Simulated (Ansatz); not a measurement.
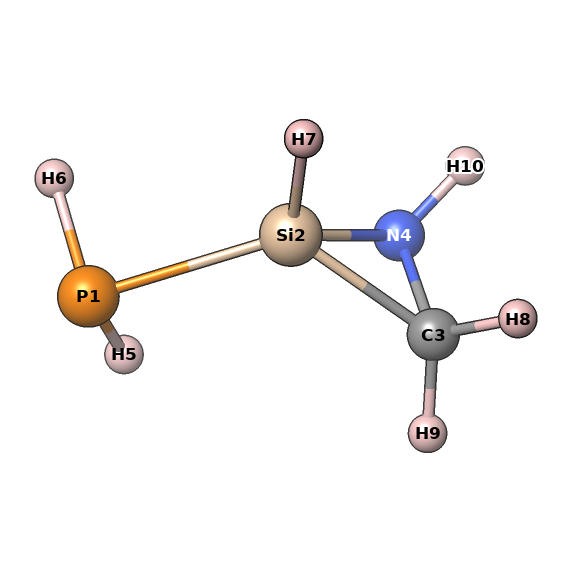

Distant atoms are faded towards the background colour. The computed structure is the end point of a PBE-D4/def2-SVP optimisation. No frequency run is at hand to confirm it as a minimum.

Find the stereocentres and stereogenic double bonds.

Answer. Centres: Si2.

Give the R/S and E/Z labels.

Answer. Si2: S (priorities P1 > N4 > C3 > H7).

Give a SMILES with the stereochemistry.

Answer. P[Si@H]1CN1
